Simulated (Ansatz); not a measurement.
# Calculations on BH$_{2}$BrF$_{2}$

## 1. Relaxation

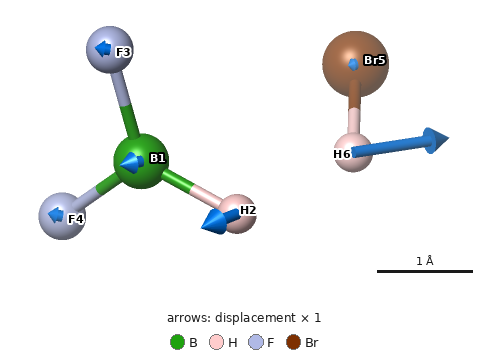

This is a relaxation of BH₂BrF₂. The starting structure is drawn; blue arrows show the displacements, at their true length. The two geometries are superimposed by the best rigid fit.

A ball-and-stick model, seen at a tilt.

The run prepares an end point of a later path (reaction) calculation, from a guessed geometry.

These are results of RKS PBE/def2-SVPD in Ansatz, not measurements. Settings: no spin polarisation; force threshold 0.03 eV/Å; at most 50 steps.

What happened in the run?

Answer. After 13 accepted moves (18 points after the start) the energy has fallen by 0.144 eV. The largest force component goes from 1.3 to 0.0052 eV/Å. The line search rejected the trial steps at points 2, 3, 11, 14, 17 of the run. H6 moves most after the best rigid fit: 1.17 Å. Largest moves by element: H 1.17 Å, B 0.27 Å, F 0.17 Å, Br 0.09 Å. Some distances before and after: Br5–H6 1.506 → 1.437 Å, B1–H2 1.199 → 1.205 Å, B1–F3 1.326 → 1.332 Å.

## 2. Relaxation

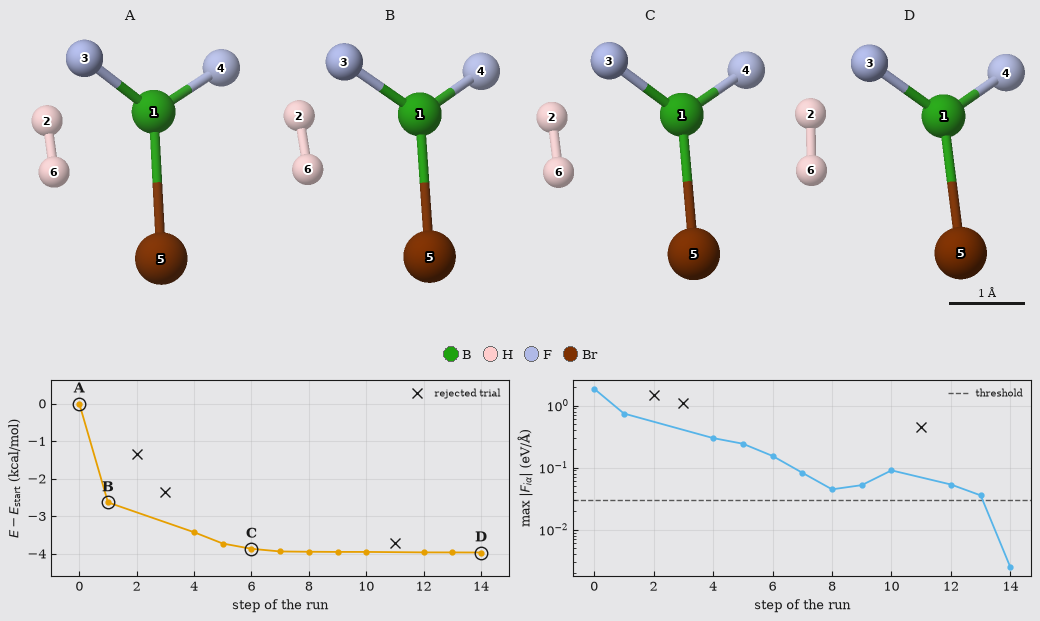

Frames of a relaxation of BH2BrF2, marked on the history of the run. Style: ball-and-stick. Shown from a free direction.

The run prepares an end point of a later path (reaction) calculation, from a guessed geometry.

These are results of Ansatz, RKS PBE/def2-SVPD, not measurements. Set-up: no spin polarisation; force threshold 0.03 eV/Å; at most 50 steps.

**Describe the path.**

The energy falls by 3.97 kcal/mol in 11 accepted moves (14 points after the start). The largest force component goes from 1.9 to 0.0025 eV/Å. The line search rejected the trial steps at points 2, 3, 11 of the run. H6 moves most after the best rigid fit: 0.51 Å. Largest moves by element: H 0.51 Å, Br 0.44 Å, B 0.23 Å, F 0.13 Å. Among the contacts that change: B1–Br5 1.999 → 1.914 Å, H2–H6 0.722 → 0.767 Å, B1–F3 1.323 → 1.328 Å. The run took 16 s on 4 threads of AMD EPYC 7B13 (Zen 3), on a shared host, peak memory 0.19 GiB. From step 0 to 1: H2 moves most (0.19 Å), energy −2.63 kcal/mol. From step 1 to 6: H6 moves most (0.21 Å), energy −1.24 kcal/mol. From step 6 to 14: Br and H atoms move most (0.16 Å), energy −0.10 kcal/mol.

```json
{"step": "0", "E − E(0), kcal/mol": "0.00", "largest force component, eV/Å": "1.8687", "note": ""}
{"step": "1", "E − E(0), kcal/mol": "-2.63", "largest force component, eV/Å": "0.7441", "note": ""}
{"step": "2", "E − E(0), kcal/mol": "-1.36", "largest force component, eV/Å": "1.4913", "note": "rejected"}
{"step": "3", "E − E(0), kcal/mol": "-2.36", "largest force component, eV/Å": "1.1065", "note": "rejected"}
{"step": "4", "E − E(0), kcal/mol": "-3.43", "largest force component, eV/Å": "0.2991", "note": ""}
{"step": "5", "E − E(0), kcal/mol": "-3.73", "largest force component, eV/Å": "0.2427", "note": ""}
{"step": "6", "E − E(0), kcal/mol": "-3.87", "largest force component, eV/Å": "0.1541", "note": ""}
{"step": "7", "E − E(0), kcal/mol": "-3.94", "largest force component, eV/Å": "0.0827", "note": ""}
{"step": "8", "E − E(0), kcal/mol": "-3.95", "largest force component, eV/Å": "0.0447", "note": ""}
{"step": "9", "E − E(0), kcal/mol": "-3.95", "largest force component, eV/Å": "0.0522", "note": ""}
{"step": "10", "E − E(0), kcal/mol": "-3.95", "largest force component, eV/Å": "0.0903", "note": ""}
{"step": "11", "E − E(0), kcal/mol": "-3.71", "largest force component, eV/Å": "0.4545", "note": "rejected"}
{"step": "12", "E − E(0), kcal/mol": "-3.96", "largest force component, eV/Å": "0.0534", "note": ""}
{"step": "13", "E − E(0), kcal/mol": "-3.97", "largest force component, eV/Å": "0.0357", "note": ""}
{"step": "14", "E − E(0), kcal/mol": "-3.97", "largest force component, eV/Å": "0.0025", "note": ""}
```

Limits of the set-up: the start holds two separate molecules, 2.3 Å apart at their closest, whose relative position is a soft coordinate and is computed without a dispersion correction.

## 3. Path

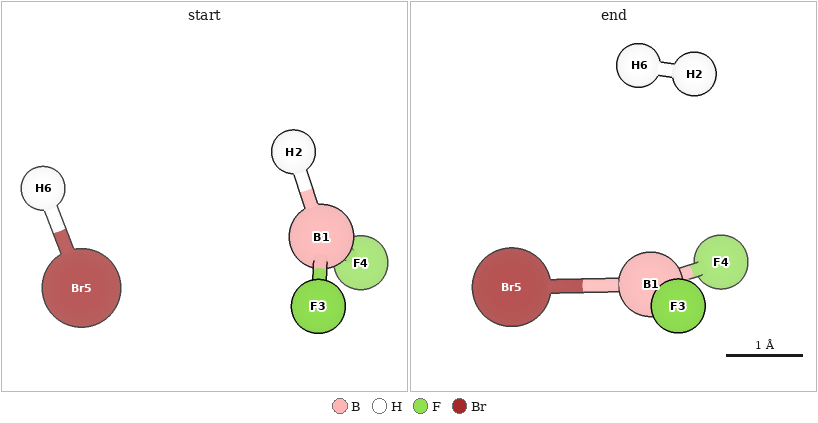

The two relaxed end points of a path for BH2BrF2, made up at the start of BHF₂ and HBr. The picture is a ball-and-stick view, seen at a tilt.

The calculation used RKS PBE/def2-SVPD in Ansatz 0.2.0.

Set-up: 9 movable images; climbing image; force threshold 0.05 eV/Å; iteration limit 60.

Start:
```xyz
6

B    -0.0125    0.4800   -0.1737
H    -0.0189    0.8652    0.9677
F     1.1291    0.3249   -0.8419
F    -1.1487    0.2533   -0.8305
Br    0.0917   -2.7001    1.0774
H     0.0953   -2.3086    2.4601
```

End:
```xyz
6

B     0.0200   -0.6376   -0.5279
H     0.0067    0.3891    2.2882
F     1.1434    0.0679   -0.5856
F    -1.1445   -0.0012   -0.5702
Br    0.0785   -2.5468   -0.4117
H     0.0320   -0.3567    2.4664
```

### What barrier does the band find between them, and by what path?

The energy climbs by 0.82 eV to image 5 and then falls by 1.18 eV, so the end point sits at −0.36 eV. Breaking: B1–H2 (1.20 → 1.33 at the top → 3.00 Å), Br5–H6 (1.44 → 1.72 at the top → 3.62 Å). Forming: B1–Br5 (3.42 → 2.29 at the top → 1.91 Å), H2–H6 (3.51 → 1.07 at the top → 0.77 Å). The band converged in 40 iterations. The largest component of the band force went from 5.5 to 0.04 eV/Å. The climbing image converged on the top of the path. Its vibrational analysis gives one imaginary mode (730i cm⁻¹), as a transition state must have.

Energies of the converged images:

```tsv
image	path (Å)	E (eV)
0	0.00	0.000
1	0.48	0.009
2	0.96	0.046
3	1.44	0.124
4	1.92	0.389
5	2.39	0.823
6	2.81	0.380
7	3.23	-0.073
8	3.65	-0.279
9	4.07	-0.346
10	4.48	-0.360
```

The geometry at the top of the path:

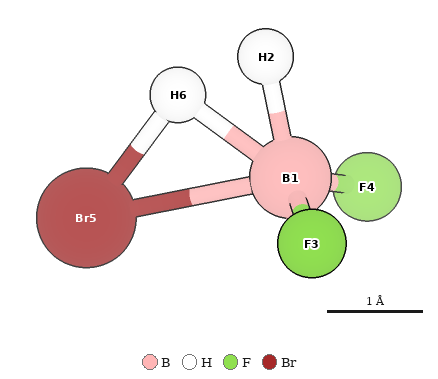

Limits of the set-up: the start holds two separate molecules, 3.4 Å apart at their closest, whose relative position is a soft coordinate and is computed without a dispersion correction.
